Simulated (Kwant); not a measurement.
Model system: GaAs/Al0.3Ga0.7As stack with 2 barriers. One parabolic valley. Leads of mass 0.067 mₑ with the band edge at 0; grid 0.1 nm; bias swept from 0.0096 to 0.36 V, dropping linearly over the stack. Emitter Fermi level 0.034 eV, 300 K, equal in the collector.

```json
[
 {"layer": "1", "thickness (nm)": "2.8", "band offset (eV)": "0.24", "mass (mₑ)": "0.092"},
 {"layer": "2", "thickness (nm)": "4.1", "band offset (eV)": "0", "mass (mₑ)": "0.067"},
 {"layer": "3", "thickness (nm)": "3.6", "band offset (eV)": "0.24", "mass (mₑ)": "0.092"}
]
```

The device is made up for the run: typed textbook-type constants, with dimensions and the other settings drawn at random.

Model: one-band effective-mass tight-binding model in one dimension, coherent, no space charge, current by the Tsu-Esaki formula (Kwant).

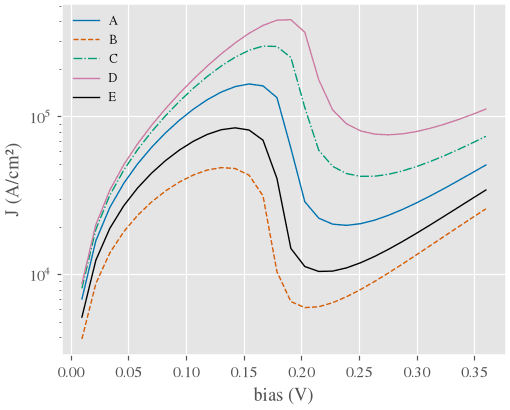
Figure: J (A/cm²) of 5 runs

```
bias (V)       A      B       C       D      E
--------  ------  -----  ------  ------  -----
0.009600    6980   3890    8140    8700   5350
0.02168    16300   8740   19200   20600  12300
0.04585    37700  18600   45600   49400  27100
0.07001    63700  28700   80000   87800  43700
0.08210    78700  33700  101000  112000  52500
0.1063    111000  42600  151000  172000  69600
0.1304    143000  47400  209000  249000  82300
0.1425    155000  46700  237000  292000  84700
0.1667    156000  31400  279000  377000  70700
0.1908     63000   6710  236000  410000  14600
0.2150     22700   6220   61100  171000  10400
0.2271     20800   6600   48200  110000  10500
0.2513     20900   8000   41700   81000  11800
0.2754     23600  10200   43000   76400  14400
0.2875     25700  11600   45100   77500  16100
0.3117     31300  15200   51800   84000  20500
0.3358     39100  19900   61600   95400  26500
0.3600     49300  26000   74800  111000  34200
```

### Question
Column A is the base. The others each differ by one change: thickness of the first barrier 2.8 → 1.7 nm; thickness of the first barrier 2.8 → 2.2 nm; thickness of the first barrier 2.8 → 3.4 nm; thickness of the first barrier 2.8 → 3.9 nm. Which is which?

### Answer
B: thickness of the first barrier 2.8 → 3.9 nm; C: thickness of the first barrier 2.8 → 2.2 nm; D: thickness of the first barrier 2.8 → 1.7 nm; E: thickness of the first barrier 2.8 → 3.4 nm.
